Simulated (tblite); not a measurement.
## Run report: C₄H₉Si, geometry relaxation (part 2 of 2)

Continued. System: C₄H₉Si, multiplicity 2. Method: GFN2-xTB geometry optimisation, gas phase (tblite 0.8.0). It belongs to a series of runs on one base structure; here: H added to sp2 C.

Geometry of the input (Å):
```
Si 1.9628  0.3361  -0.3318
C  0.1249  -0.1909  -0.6014
C  -0.8870  0.8435  -0.4530
C  -1.7536  0.0002  0.3580
C  -0.5316  -0.9030  0.6124
H  2.4063  1.2077  -1.4486
H  2.1083  1.0954  0.9377
H  2.8445  -0.8490  -0.2703
H  0.0293  -0.7433  -1.5363
H  -0.8033  1.9209  -0.4164
H  -2.5689  -0.4722  -0.2024
H  -2.1575  0.4734  1.2623
H  -0.0688  -0.7448  1.5961
H  -0.7060  -1.9744  0.4715
```

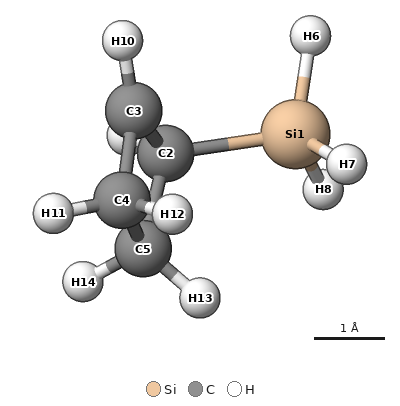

The geometry at step 64 of the log (ball-and-stick view, seen at a tilt; atoms are numbered from 1 in the order of the input).

## Trajectory as extended XYZ, continued
```
14
Properties=species:S:1:pos:R:3:forces:R:3 step=44 energy=-402.19112
Si    1.9263    0.4040   -0.1793    0.0180   0.0020  -0.0230
C     0.1734   -0.2307   -0.6387   -0.0060  -0.0130  -0.0060
C    -0.8720    0.8023   -0.5540    0.0060  -0.0330  -0.0100
C    -1.5949    0.1398    0.5605    0.0150  -0.0220  -0.0100
C    -0.5647   -1.0032    0.4756    0.0030  -0.0220  -0.0030
H     2.3712    1.3182   -1.2317   -0.0310   0.0260   0.0210
H     1.8436    1.0780    1.1146    0.0130   0.0040   0.0050
H     2.8580   -0.7269   -0.1095   -0.0380   0.0020   0.0280
H     0.2451   -0.7523   -1.5998    0.0020  -0.0250   0.0100
H    -1.1703    1.5751   -1.2324    0.0100   0.0570  -0.0070
H    -2.6276   -0.1486    0.3318    0.0100  -0.0160   0.0260
H    -1.6157    0.6805    1.5140    0.0430  -0.0200  -0.0250
H     0.0080   -1.1848    1.3831    0.0160   0.0570   0.0250
H    -0.9812   -1.9520    0.1436   -0.0600   0.0020  -0.0310
14
Properties=species:S:1:pos:R:3:forces:R:3 step=46 energy=-402.19233
Si    1.9260    0.4048   -0.1797   -0.0230   0.0100   0.0150
C     0.1733   -0.2330   -0.6378    0.0170   0.0300  -0.0190
C    -0.8712    0.8013   -0.5548   -0.0340   0.0030  -0.0770
C    -1.5947    0.1377    0.5591    0.0200   0.0090  -0.0200
C    -0.5647   -1.0046    0.4767    0.0230  -0.0100  -0.0290
H     2.3643    1.3203   -1.2323   -0.0160   0.0300   0.0110
H     1.8426    1.0790    1.1156    0.0190  -0.0060  -0.0170
H     2.8503   -0.7304   -0.1087   -0.0090  -0.0040   0.0260
H     0.2492   -0.7549   -1.5982   -0.0120  -0.0280   0.0050
H    -1.1664    1.5823   -1.2303    0.0440  -0.0330   0.0620
H    -2.6275   -0.1515    0.3330    0.0090  -0.0090   0.0240
H    -1.6111    0.6815    1.5099    0.0220  -0.0140   0.0100
H     0.0101   -1.1810    1.3846   -0.0110   0.0290   0.0050
H    -0.9808   -1.9521    0.1407   -0.0490  -0.0060   0.0040
14
Properties=species:S:1:pos:R:3:forces:R:3 step=49 energy=-402.19524
Si    1.9149    0.4069   -0.1757   -0.0310   0.0120   0.0180
C     0.1736   -0.2425   -0.6522    0.0000  -0.0070  -0.0190
C    -0.8720    0.7887   -0.5740   -0.0290   0.0050  -0.0220
C    -1.5761    0.1434    0.5623   -0.0090   0.0140  -0.0190
C    -0.5587   -1.0094    0.4685   -0.0220   0.0300  -0.0070
H     2.3454    1.3414   -1.2146    0.0120   0.0060   0.0130
H     1.8010    1.0713    1.1225    0.0330   0.0010  -0.0100
H     2.8346   -0.7311   -0.0881    0.0110   0.0260   0.0050
H     0.2497   -0.7720   -1.6067    0.0230  -0.0300  -0.0330
H    -1.1629    1.5755   -1.2417    0.0240   0.0030   0.0270
H    -2.6167   -0.1374    0.3640   -0.0010  -0.0010   0.0340
H    -1.5608    0.6941    1.5100    0.0060  -0.0130  -0.0160
H     0.0213   -1.1812    1.3748   -0.0310  -0.0560  -0.0460
H    -0.9940   -1.9483    0.1287    0.0140   0.0110   0.0750
14
Properties=species:S:1:pos:R:3:forces:R:3 step=52 energy=-402.19739
Si    1.9011    0.4107   -0.1686    0.0180  -0.0070  -0.0360
C     0.1718   -0.2519   -0.6691   -0.0440  -0.0310  -0.0140
C    -0.8765    0.7774   -0.5946    0.0220  -0.0210   0.0340
C    -1.5588    0.1530    0.5656   -0.0280  -0.0120   0.0070
C    -0.5580   -1.0108    0.4584   -0.0200  -0.0130   0.0120
H     2.3376    1.3596   -1.1932    0.0070  -0.0160   0.0170
H     1.7726    1.0658    1.1306    0.0120   0.0190   0.0250
H     2.8299   -0.7209   -0.0680   -0.0040   0.0440  -0.0110
H     0.2516   -0.7874   -1.6209    0.0420  -0.0050   0.0020
H    -1.1682    1.5607   -1.2625   -0.0030   0.0560  -0.0120
H    -2.6070   -0.1181    0.4019   -0.0270   0.0040   0.0140
H    -1.5102    0.7040    1.5124    0.0120   0.0290  -0.0430
H     0.0243   -1.1996    1.3582    0.0240  -0.0290  -0.0020
H    -1.0109   -1.9431    0.1276   -0.0100  -0.0180   0.0060
14
Properties=species:S:1:pos:R:3:forces:R:3 step=54 energy=-402.19849
Si    1.8939    0.4136   -0.1659   -0.0100  -0.0010  -0.0060
C     0.1687   -0.2578   -0.6761   -0.0090  -0.0050   0.0050
C    -0.8784    0.7731   -0.6039   -0.0070  -0.0370  -0.0030
C    -1.5536    0.1557    0.5652   -0.0050  -0.0090   0.0110
C    -0.5597   -1.0131    0.4546    0.0020  -0.0280  -0.0030
H     2.3311    1.3671   -1.1841    0.0110  -0.0070  -0.0020
H     1.7649    1.0661    1.1360   -0.0010   0.0090   0.0040
H     2.8233   -0.7151   -0.0607    0.0190   0.0230  -0.0150
H     0.2597   -0.7964   -1.6257    0.0140   0.0110   0.0170
H    -1.1673    1.5618   -1.2695    0.0140   0.0020   0.0300
H    -2.6055   -0.1119    0.4216   -0.0210   0.0170  -0.0080
H    -1.4856    0.7108    1.5073   -0.0010   0.0490  -0.0090
H     0.0263   -1.2108    1.3502    0.0250   0.0030   0.0090
H    -1.0186   -1.9436    0.1288   -0.0300  -0.0260  -0.0300
14
Properties=species:S:1:pos:R:3:forces:R:3 step=57 energy=-402.19963
Si    1.8888    0.4165   -0.1650   -0.0080   0.0120   0.0300
C     0.1658   -0.2620   -0.6770    0.0330  -0.0030   0.0290
C    -0.8833    0.7652   -0.6101   -0.0340  -0.0490  -0.0190
C    -1.5550    0.1537    0.5643    0.0200   0.0000  -0.0060
C    -0.5620   -1.0185    0.4536   -0.0070   0.0030   0.0040
H     2.3249    1.3695   -1.1829    0.0110   0.0030  -0.0140
H     1.7681    1.0703    1.1384   -0.0130  -0.0020  -0.0160
H     2.8176   -0.7112   -0.0620    0.0370   0.0040  -0.0130
H     0.2723   -0.8018   -1.6233   -0.0220  -0.0010  -0.0090
H    -1.1570    1.5717   -1.2605    0.0150  -0.0050   0.0270
H    -2.6093   -0.1110    0.4287    0.0070   0.0170   0.0010
H    -1.4772    0.7213    1.4984   -0.0130   0.0070   0.0100
H     0.0293   -1.2149    1.3474   -0.0210  -0.0020  -0.0140
H    -1.0238   -1.9491    0.1278   -0.0050   0.0170  -0.0090
14
Properties=species:S:1:pos:R:3:forces:R:3 step=59 energy=-402.20036
Si    1.8842    0.4189   -0.1629    0.0290   0.0030   0.0030
C     0.1652   -0.2667   -0.6786    0.0110  -0.0100   0.0160
C    -0.8896    0.7538   -0.6181   -0.0030  -0.0280   0.0000
C    -1.5531    0.1535    0.5650    0.0040   0.0000  -0.0100
C    -0.5636   -1.0220    0.4523   -0.0100   0.0130   0.0130
H     2.3228    1.3724   -1.1801   -0.0010   0.0000  -0.0100
H     1.7655    1.0721    1.1398   -0.0240   0.0050   0.0010
H     2.8186   -0.7049   -0.0619    0.0280   0.0060  -0.0090
H     0.2777   -0.8060   -1.6245   -0.0200  -0.0140  -0.0030
H    -1.1501    1.5739   -1.2538    0.0030   0.0410  -0.0150
H    -2.6096   -0.1056    0.4363    0.0060  -0.0010   0.0160
H    -1.4685    0.7298    1.4943   -0.0030  -0.0190  -0.0030
H     0.0303   -1.2194    1.3435   -0.0240  -0.0170   0.0040
H    -1.0306   -1.9503    0.1266    0.0060   0.0210  -0.0040
14
Properties=species:S:1:pos:R:3:forces:R:3 step=62 energy=-402.20102
Si    1.8815    0.4208   -0.1608    0.0000  -0.0100  -0.0170
C     0.1656   -0.2739   -0.6823   -0.0150   0.0160  -0.0140
C    -0.8948    0.7417   -0.6291    0.0180   0.0280  -0.0090
C    -1.5480    0.1550    0.5650   -0.0110   0.0050   0.0010
C    -0.5649   -1.0242    0.4510    0.0110  -0.0010  -0.0080
H     2.3199    1.3784   -1.1746   -0.0060  -0.0010  -0.0080
H     1.7496    1.0720    1.1418   -0.0180   0.0030   0.0000
H     2.8235   -0.6966   -0.0590    0.0220   0.0070  -0.0050
H     0.2772   -0.8150   -1.6281    0.0060  -0.0110   0.0300
H    -1.1434    1.5771   -1.2506    0.0150   0.0220  -0.0110
H    -2.6069   -0.0976    0.4514   -0.0200  -0.0220   0.0050
H    -1.4520    0.7365    1.4894    0.0150   0.0010   0.0110
H     0.0301   -1.2269    1.3390   -0.0100  -0.0190   0.0370
H    -1.0383   -1.9477    0.1247   -0.0070  -0.0160  -0.0130
14
Properties=species:S:1:pos:R:3:forces:R:3 step=64 energy=-402.20163
Si    1.8833    0.4215   -0.1619   -0.0420  -0.0090  -0.0100
C     0.1658   -0.2765   -0.6814   -0.0060   0.0220  -0.0130
C    -0.8978    0.7367   -0.6344    0.0030   0.0570  -0.0340
C    -1.5496    0.1537    0.5622    0.0030   0.0030   0.0100
C    -0.5663   -1.0254    0.4520    0.0150  -0.0070  -0.0180
H     2.3173    1.3797   -1.1771   -0.0050  -0.0010  -0.0040
H     1.7412    1.0738    1.1405   -0.0010  -0.0090  -0.0200
H     2.8305   -0.6921   -0.0624    0.0130   0.0120   0.0020
H     0.2776   -0.8229   -1.6242    0.0160  -0.0020   0.0260
H    -1.1310    1.5903   -1.2404    0.0350  -0.0380   0.0220
H    -2.6089   -0.0997    0.4567   -0.0220  -0.0210  -0.0140
H    -1.4499    0.7389    1.4831    0.0170   0.0160   0.0360
H     0.0268   -1.2301    1.3413   -0.0180  -0.0060   0.0250
H    -1.0398   -1.9483    0.1240   -0.0050  -0.0190  -0.0090
14
Properties=species:S:1:pos:R:3:forces:R:3 step=67 energy=-402.20228
Si    1.8848    0.4210   -0.1658   -0.0070   0.0020  -0.0070
C     0.1657   -0.2743   -0.6771   -0.0020  -0.0170   0.0090
C    -0.9007    0.7360   -0.6356   -0.0030   0.0030   0.0060
C    -1.5568    0.1505    0.5588    0.0070   0.0000   0.0070
C    -0.5676   -1.0254    0.4540   -0.0110  -0.0040   0.0070
H     2.3149    1.3761   -1.1864   -0.0070  -0.0010   0.0020
H     1.7467    1.0770    1.1346    0.0040  -0.0060  -0.0100
H     2.8365   -0.6903   -0.0708   -0.0060   0.0220   0.0050
H     0.2822   -0.8269   -1.6150   -0.0010   0.0030  -0.0120
H    -1.1121    1.6077   -1.2217    0.0200  -0.0120   0.0020
H    -2.6148   -0.1114    0.4481    0.0170   0.0090  -0.0060
H    -1.4625    0.7379    1.4804   -0.0010  -0.0070   0.0040
H     0.0194   -1.2270    1.3489   -0.0160   0.0050  -0.0040
H    -1.0365   -1.9514    0.1255    0.0070   0.0040  -0.0040
14
Properties=species:S:1:pos:R:3:forces:R:3 step=70 energy=-402.20252
Si    1.8802    0.4219   -0.1676    0.0030   0.0070  -0.0010
C     0.1644   -0.2797   -0.6793   -0.0020  -0.0080   0.0000
C    -0.9041    0.7288   -0.6423    0.0190  -0.0040   0.0170
C    -1.5547    0.1507    0.5584   -0.0030   0.0020   0.0010
C    -0.5691   -1.0273    0.4536   -0.0070  -0.0040   0.0020
H     2.3098    1.3797   -1.1849   -0.0090   0.0040  -0.0090
H     1.7383    1.0764    1.1324    0.0000   0.0030   0.0040
H     2.8383   -0.6825   -0.0695   -0.0010   0.0050   0.0030
H     0.2840   -0.8344   -1.6157   -0.0050   0.0010  -0.0040
H    -1.0974    1.6145   -1.2121    0.0090   0.0100  -0.0150
H    -2.6131   -0.1098    0.4536    0.0010   0.0090  -0.0010
H    -1.4543    0.7417    1.4772   -0.0020  -0.0070  -0.0010
H     0.0163   -1.2287    1.3489    0.0040  -0.0050   0.0050
H    -1.0394   -1.9519    0.1252   -0.0060  -0.0140  -0.0010
14
Properties=species:S:1:pos:R:3:forces:R:3 step=72 energy=-402.20266
Si    1.8778    0.4225   -0.1684   -0.0050   0.0060   0.0070
C     0.1636   -0.2832   -0.6806    0.0090   0.0070  -0.0040
C    -0.9022    0.7282   -0.6428    0.0140  -0.0070   0.0100
C    -1.5523    0.1519    0.5592    0.0050  -0.0010  -0.0030
C    -0.5703   -1.0291    0.4533    0.0050  -0.0020  -0.0070
H     2.3077    1.3821   -1.1837   -0.0120   0.0060  -0.0120
H     1.7303    1.0749    1.1320    0.0010   0.0060   0.0050
H     2.8402   -0.6770   -0.0672    0.0050  -0.0060   0.0010
H     0.2822   -0.8372   -1.6175   -0.0040  -0.0020   0.0020
H    -1.0926    1.6142   -1.2137    0.0050   0.0010  -0.0050
H    -2.6112   -0.1061    0.4577   -0.0130   0.0090  -0.0080
H    -1.4478    0.7428    1.4772   -0.0020  -0.0030   0.0080
H     0.0155   -1.2312    1.3484    0.0020  -0.0080  -0.0020
H    -1.0415   -1.9530    0.1239   -0.0110  -0.0060   0.0090
14
Properties=species:S:1:pos:R:3:forces:R:3 step=75 energy=-402.20284
Si    1.8786    0.4235   -0.1686    0.0080  -0.0040   0.0010
C     0.1647   -0.2831   -0.6784    0.0050  -0.0040   0.0000
C    -0.8962    0.7325   -0.6364   -0.0040   0.0210  -0.0130
C    -1.5527    0.1522    0.5603    0.0010  -0.0040  -0.0010
C    -0.5715   -1.0299    0.4537    0.0060  -0.0030  -0.0030
H     2.3067    1.3804   -1.1882   -0.0170   0.0020   0.0000
H     1.7326    1.0753    1.1319    0.0010   0.0100   0.0040
H     2.8429   -0.6749   -0.0680    0.0040  -0.0030   0.0010
H     0.2802   -0.8340   -1.6175   -0.0010  -0.0060   0.0040
H    -1.0924    1.6106   -1.2193    0.0020  -0.0220   0.0220
H    -2.6118   -0.1042    0.4526    0.0010   0.0120  -0.0080
H    -1.4521    0.7383    1.4821   -0.0020  -0.0050  -0.0030
H     0.0130   -1.2329    1.3499    0.0010  -0.0050  -0.0100
H    -1.0427   -1.9543    0.1239   -0.0060   0.0110   0.0070
14
Properties=species:S:1:pos:R:3:forces:R:3 step=77 energy=-402.20300
Si    1.8787    0.4248   -0.1691    0.0120  -0.0070  -0.0010
C     0.1660   -0.2849   -0.6773   -0.0070  -0.0120   0.0030
C    -0.8940    0.7317   -0.6354   -0.0020   0.0270  -0.0140
C    -1.5531    0.1512    0.5596   -0.0080   0.0070   0.0000
C    -0.5722   -1.0312    0.4538   -0.0090  -0.0010   0.0070
H     2.3006    1.3806   -1.1928   -0.0150  -0.0010   0.0070
H     1.7343    1.0779    1.1312    0.0010   0.0080  -0.0010
H     2.8449   -0.6721   -0.0693    0.0040   0.0010   0.0010
H     0.2808   -0.8358   -1.6164    0.0020  -0.0060   0.0040
H    -1.0836    1.6135   -1.2144   -0.0050  -0.0150   0.0190
H    -2.6131   -0.1024    0.4484    0.0150   0.0040  -0.0050
H    -1.4551    0.7358    1.4830    0.0010  -0.0050  -0.0110
H     0.0101   -1.2345    1.3509    0.0120  -0.0030  -0.0030
H    -1.0449   -1.9552    0.1257   -0.0030   0.0020  -0.0070
14
Properties=species:S:1:pos:R:3:forces:R:3 step=80 energy=-402.20315
Si    1.8766    0.4258   -0.1693   -0.0060  -0.0060   0.0040
C     0.1658   -0.2901   -0.6780   -0.0010   0.0020   0.0030
C    -0.8931    0.7281   -0.6389    0.0040  -0.0060   0.0080
C    -1.5516    0.1513    0.5583    0.0030   0.0060   0.0000
C    -0.5739   -1.0341    0.4534   -0.0060   0.0030   0.0030
H     2.2897    1.3846   -1.1937   -0.0070  -0.0040   0.0060
H     1.7297    1.0810    1.1303    0.0020   0.0010  -0.0080
H     2.8470   -0.6672   -0.0681    0.0080   0.0020  -0.0010
H     0.2820   -0.8430   -1.6156    0.0040  -0.0030   0.0030
H    -1.0712    1.6189   -1.2060   -0.0080   0.0080  -0.0040
H    -2.6123   -0.0978    0.4497    0.0050  -0.0070  -0.0060
H    -1.4497    0.7373    1.4799    0.0030   0.0030   0.0020
H     0.0095   -1.2383    1.3497    0.0020  -0.0010  -0.0020
H    -1.0492   -1.9569    0.1260   -0.0020   0.0020  -0.0060
14
Properties=species:S:1:pos:R:3:forces:R:3 step=82 energy=-402.20321
Si    1.8765    0.4252   -0.1688   -0.0050  -0.0050   0.0020
C     0.1657   -0.2912   -0.6773    0.0020   0.0040  -0.0020
C    -0.8916    0.7287   -0.6384    0.0010  -0.0120   0.0140
C    -1.5511    0.1523    0.5586    0.0080  -0.0060   0.0030
C    -0.5753   -1.0347    0.4536    0.0080   0.0020  -0.0050
H     2.2870    1.3848   -1.1934   -0.0050  -0.0050   0.0030
H     1.7299    1.0823    1.1298    0.0010  -0.0010  -0.0030
H     2.8496   -0.6655   -0.0678    0.0030   0.0030  -0.0010
H     0.2821   -0.8440   -1.6149    0.0030  -0.0030   0.0010
H    -1.0714    1.6181   -1.2069   -0.0050   0.0090  -0.0070
H    -2.6118   -0.0965    0.4490    0.0010  -0.0010  -0.0020
H    -1.4482    0.7374    1.4806   -0.0020   0.0040   0.0010
H     0.0093   -1.2406    1.3490   -0.0100   0.0000  -0.0040
H    -1.0513   -1.9569    0.1246   -0.0010   0.0110   0.0020
14
Properties=species:S:1:pos:R:3:forces:R:3 step=85 energy=-402.20327
Si    1.8762    0.4243   -0.1674    0.0030   0.0010  -0.0010
C     0.1662   -0.2917   -0.6771    0.0010  -0.0010  -0.0020
C    -0.8888    0.7304   -0.6360    0.0000   0.0060   0.0010
C    -1.5491    0.1537    0.5603    0.0000  -0.0040   0.0010
C    -0.5757   -1.0349    0.4530    0.0030  -0.0010  -0.0020
H     2.2845    1.3841   -1.1923   -0.0020   0.0010  -0.0020
H     1.7286    1.0829    1.1300    0.0000  -0.0030   0.0020
H     2.8534   -0.6629   -0.0670   -0.0010   0.0010   0.0010
H     0.2820   -0.8439   -1.6152    0.0020  -0.0010   0.0000
H    -1.0758    1.6133   -1.2131   -0.0010  -0.0050   0.0040
H    -2.6101   -0.0933    0.4489    0.0040   0.0010   0.0040
H    -1.4457    0.7368    1.4836   -0.0020   0.0030  -0.0060
H     0.0084   -1.2446    1.3477   -0.0050   0.0010   0.0020
H    -1.0549   -1.9547    0.1224   -0.0010   0.0030  -0.0010
```

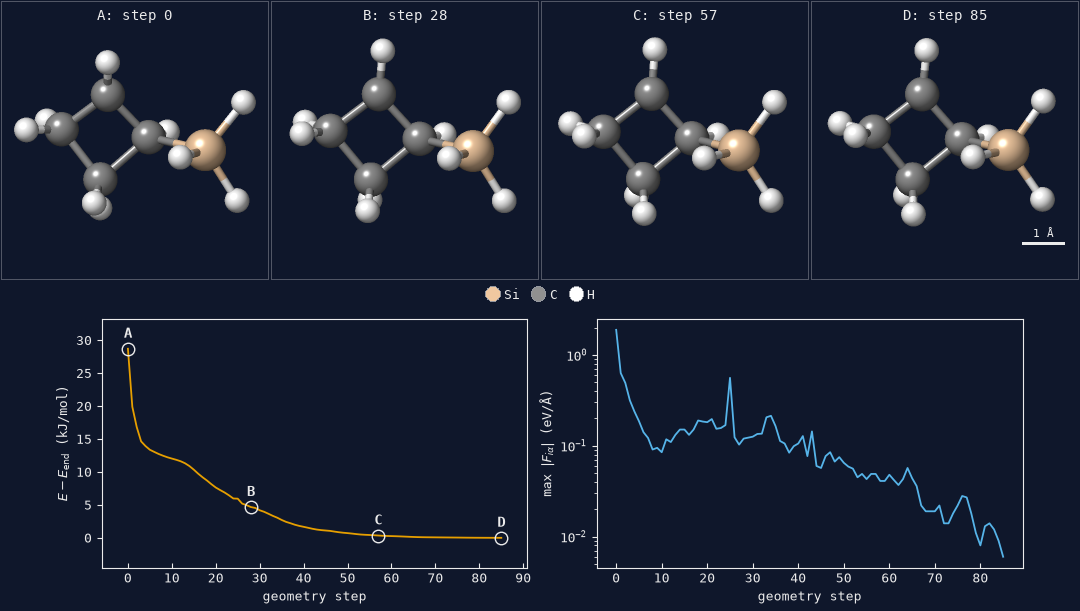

Frames of the relaxation (ball-and-stick view, seen at a tilt) above the curves, on which the letters mark them (steps are counted from 0).

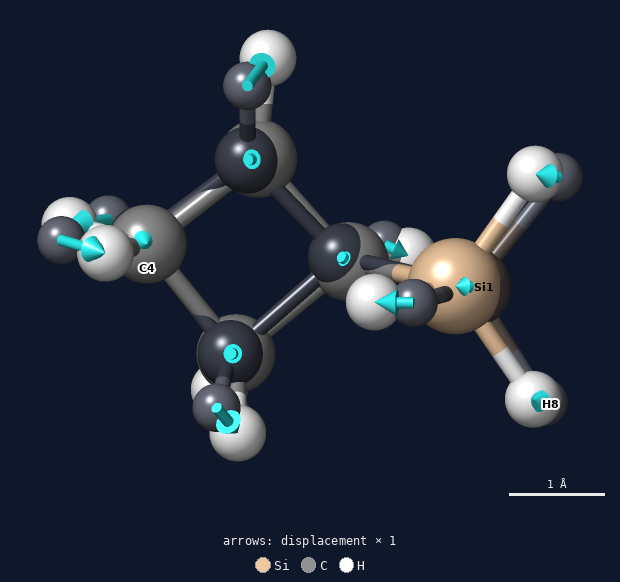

Start (faint) and end (solid) with the displacements as teal arrows, at true length (ball-and-stick view, seen at a tilt). The two geometries are laid on each other by the best rigid fit. The largest move after the best rigid fit is that of H10, 0.90 Å. By element the largest moves are H 0.90 Å, C 0.33 Å, Si 0.20 Å. Among the contacts that change: C3–C4 1.456 → 1.483 Å, Si1–H7 1.486 → 1.462 Å, Si1–H6 1.484 → 1.462 Å, C2–C3 1.455 → 1.469 Å. Among the angles that change: C4–C3–H10 127.2° → 132.6°, Si1–C2–C3 117.0° → 111.8°, C3–C2–H9 112.8° → 116.8°. The energy falls by 28.7 kJ/mol in 85 geometry steps. Largest force component: 1.9 eV/Å at the start, 0.006 eV/Å at the end. (Atoms are counted from 1 in the order of the input.)

## Key numbers

```json
{"quantity": "outcome", "value": "converged"}
{"quantity": "total energy", "value": "−402.2033 eV"}
{"quantity": "peak memory", "value": "0.18 GiB"}
```
